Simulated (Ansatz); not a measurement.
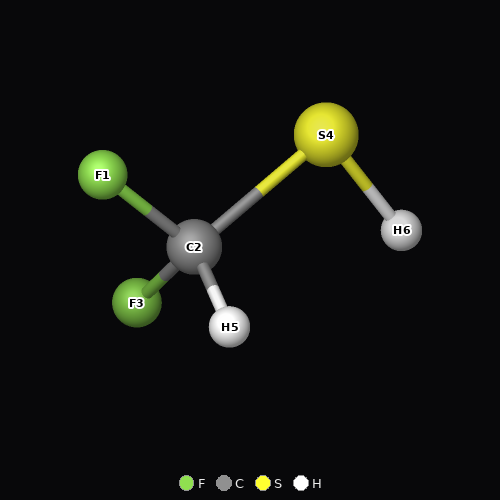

The system is CH₂F₂S, SMILES FC(F)S; the picture shows the reference structure. The first coordinate is: angle F1–C2–F3; the second: angle S4–C2–F3. Nothing is relaxed (all other coordinates rigid). Grid: 9 × 9 points. Points are written as (first, second). All energies are given in kJ/mol relative to the lowest grid point. Method: RKS wB97X-V/def2-SVP in Ansatz.

Its coordinates:

```yaml
atoms:
  - { symbol: F, position_ang: [1.0556, -0.5623, 1.1858] }
  - { symbol: C, position_ang: [0.3769, -0.2513, 0.0663] }
  - { symbol: F, position_ang: [-0.1119, -1.3896, -0.4657] }
  - { symbol: S, position_ang: [-0.9512, 0.8848, 0.5461] }
  - { symbol: H, position_ang: [1.0698, 0.2010, -0.6646] }
  - { symbol: H, position_ang: [-1.3971, 1.0534, -0.7140] }
```

Range: angle F1–C2–F3 from 63.4 to 153.4°; angle S4–C2–F3 from 86.6 to 136.6°.

Question: What landscape does the calculation give?

Answer: The lowest grid point is at (108.4°, 111.6°). No other kind of well shows on this grid. The highest grid point, (63.4°, 86.6°), lies 1033 kJ/mol above the lowest. Round the minimum the valley is somewhat tilted: raising angle F1–C2–F3 shifts the best value of angle S4–C2–F3 downwards (coupling k₁₂/√(k₁₁k₂₂) about 0.2).

| angle S4–C2–F3 ↓, angle F1–C2–F3 → | 63.4 | 74.7 | 85.9 | 97.2 | 108.4 | 119.7 | 130.9 | 142.2 | 153.4 |
| --- | --- | --- | --- | --- | --- | --- | --- | --- | --- |
| 136.6 | 940 | 393 | 166 | 81 | 80 | 145 | 281 | 511 | 852 |
| 130.3 | 922 | 373 | 144 | 55 | 45 | 96 | 207 | 395 | 674 |
| 124.1 | 910 | 361 | 130 | 37 | 21 | 60 | 152 | 306 | 533 |
| 117.8 | 905 | 357 | 123 | 27 | 5 | 35 | 111 | 239 | 426 |
| 111.6 | 909 | 360 | 125 | 26 | 0 | 23 | 87 | 196 | 352 |
| 105.3 | 921 | 373 | 137 | 36 | 6 | 23 | 78 | 172 | 307 |
| 99.1 | 944 | 397 | 160 | 57 | 24 | 36 | 85 | 169 | 288 |
| 92.8 | 980 | 435 | 198 | 94 | 59 | 67 | 111 | 187 | 295 |
| 86.6 | 1033 | 490 | 254 | 149 | 112 | 119 | 159 | 230 | 329 |

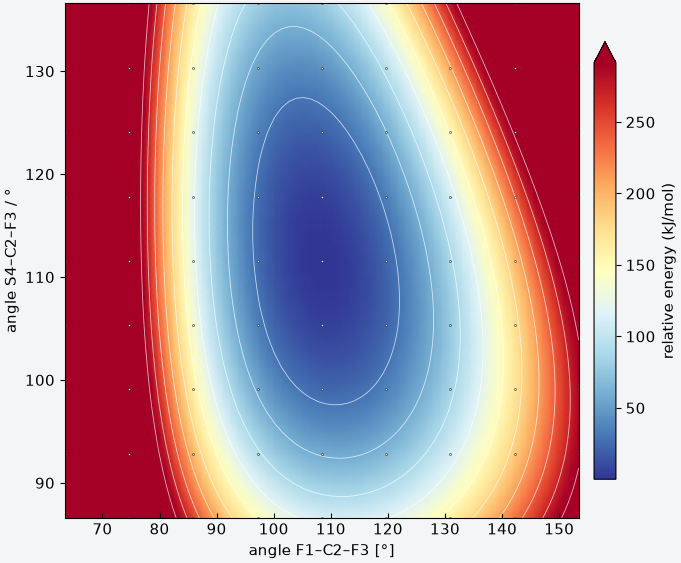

In the figure: a smooth colour map with a few white contour lines, dots at the grid points, one colour for all values above the top of the scale. Between grid points the surface is interpolated.

Each point was launched as `ansatz run input.yaml --threads 1 --pin off --max-ram 2560MiB --backend cpu --events-out ev --progress --plain --runs-dir out`. The whole map (81 points run) took 10 min on 1 thread of Arm Neoverse V2, with other jobs on the host.
